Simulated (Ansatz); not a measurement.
**NH3S (Thiohydroxylamine): CCSD/STO-3G**

Aim: the energy change on altering one bond length of NH3S (Thiohydroxylamine) at CCSD/STO-3G, from 2 runs. 

Program for the calculation: Ansatz 0.2.0.

57 further runs of the same task are left out: 2 that didn't finish, 55 set aside as unsound or not needed.

### Step 1. The structure to begin with

NH3S: 5 atoms, total charge 0, spin state singlet. SMILES: `NS`. The coordinates come from a GFN2-xTB relaxation. This is one conformer, not always the lowest.

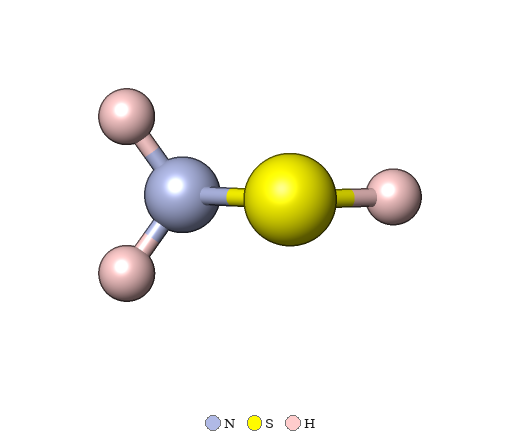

The structure, seen from a chosen angle (nitrogen light blue, sulfur yellow, hydrogen pink).

### Step 2. The energy at CCSD/STO-3G

Input file run.yaml:

```yaml
crystal:
  periodic: [false, false, false]
  atoms:
    - symbol: N
      position_ang: [-0.162760, -0.507400, -0.231700]
    - symbol: S
      position_ang: [0.168270, 0.954370, 0.610330]
    - symbol: H
      position_ang: [0.015040, -1.300690, 0.375430]
    - symbol: H
      position_ang: [-1.135990, -0.524720, -0.519210]
    - symbol: H
      position_ang: [1.115440, 1.378440, -0.234860]
basis:
  gaussian: {orbitals: STO-3G}
total_charge: 0
correlation: {method: ccsd, frozen_orbitals: {H: 0, "N": 1, S: 5}}
accuracy: high
scf: {omitted_lower_state_checks: [cluster_reference, increment]}
```

Launch:

```bash
$ ansatz run run.yaml --threads 1 --pin off --max-ram 2610MiB --events-out events.jsonl --progress --plain --runs-dir runs
```

Log (excerpt; [...] marks lines left out):

```text
Warning: RAYON_NUM_THREADS=1 ignored (pool sized by the plan → 1); use --threads N
Functional definition: HF
  name "HF"
[...]
289 factors; integrals over basis functions are off by at most 1.1e-8 eV
[...]
mean field -12207.54276496 eV, -448.6189220427 hartree, gradient 1.9e-8 eV, S^2 0.000000; 0 other end points of the search recorded, 0 dependent functions left out
6 core orbitals not correlated: weight in the atoms' cores, before any rotation towards them, 1.000 or more for the frozen orbitals, at most 0.000 for the correlated occupied ones
reference -12207.54276496 eV, -448.6189220427 hartree; 7, 7 occupied and 4, 4 virtual orbitals, 289 factors
second order -1.91200514 eV of doubles, -0.00000000 eV of singles
cycle   1  -2.36577271 eV  change   -4.5e-1 eV  update   5.2e-2
[...]
cycle  18  -2.59976723 eV  change  -5.3e-10 eV  update  4.1e-10
Total energy: -12210.14253219 eV, -448.7144617262 hartree
Checks for a lower state left out: cluster_reference, increment
```

Wall time 0.12 s (1 thread of Arm Neoverse V1, shared host).

### Step 3. The distorted shape at the same level

Input file run.yaml:

```yaml
basis:
  gaussian: {orbitals: STO-3G}
crystal:
  periodic: [false, false, false]
  atoms:
    - {symbol: N, position_ang: [-0.207206, -0.309094, -0.383470]}
    - {symbol: S, position_ang: [0.123824, 1.152676, 0.458560]}
    - {symbol: H, position_ang: [0.015040, -1.300690, 0.375430]}
    - {symbol: H, position_ang: [-1.180436, -0.326414, -0.670980]}
    - {symbol: H, position_ang: [1.070994, 1.576746, -0.386630]}
correlation: {method: ccsd, frozen_orbitals: {H: 0, "N": 1, S: 5}}
accuracy: high
scf: {omitted_lower_state_checks: [cluster_reference, increment]}
```

Launch:

```bash
$ ansatz run run.yaml --threads 1 --pin off --max-ram 2610MiB --events-out events.jsonl --progress --plain --runs-dir runs
```

Log (excerpt; [...] marks lines left out):

```text
Warning: RAYON_NUM_THREADS=1 ignored (pool sized by the plan → 1); use --threads N
Functional definition: HF
  name "HF"
[...]
289 factors; integrals over basis functions are off by at most 3.9e-8 eV
[...]
mean field -12206.46884760 eV, -448.5794563076 hartree, gradient 2.6e-8 eV, S^2 0.000000; 0 other end points of the search recorded, 0 dependent functions left out
6 core orbitals not correlated: weight in the atoms' cores, before any rotation towards them, 1.000 or more for the frozen orbitals, at most 0.000 for the correlated occupied ones
reference -12206.46884760 eV, -448.5794563076 hartree; 7, 7 occupied and 4, 4 virtual orbitals, 289 factors
second order -2.20590938 eV of doubles, -0.00000000 eV of singles
cycle   1  -2.73021125 eV  change   -5.2e-1 eV  update   6.0e-2
[...]
cycle  21  -3.03495654 eV  change    1.0e-9 eV  update  4.7e-10
Total energy: -12209.50380414 eV, -448.6909889031 hartree
Checks for a lower state left out: cluster_reference, increment
```

Run time: 0.14 s. Hardware: 1 thread of Arm Neoverse V1, shared host.

### Step 4. Outcome

At CCSD/STO-3G, 6 core orbitals frozen:

```
                                                         quantity          value
                                        first shape: total energy  -448.71446 Eh
         first shape: correlation energy (6 core orbitals frozen)      -95.5 mEh
                                       first shape: T1 diagnostic          0.006
                                    distorted shape: total energy  -448.69099 Eh
     distorted shape: correlation energy (6 core orbitals frozen)     -111.5 mEh
                                   distorted shape: T1 diagnostic          0.009
energy change with the N1–H3 bond stretched from 1.015 to 1.268 Å       0.639 eV
```

**Reading.** With the N1–H3 bond stretched from 1.015 to 1.268 Å the energy rises by 0.64 eV (14.7 kcal/mol). The first shape isn't relaxed at this level, so the change isn't measured from a minimum. The minimal basis adds a large error of its own.
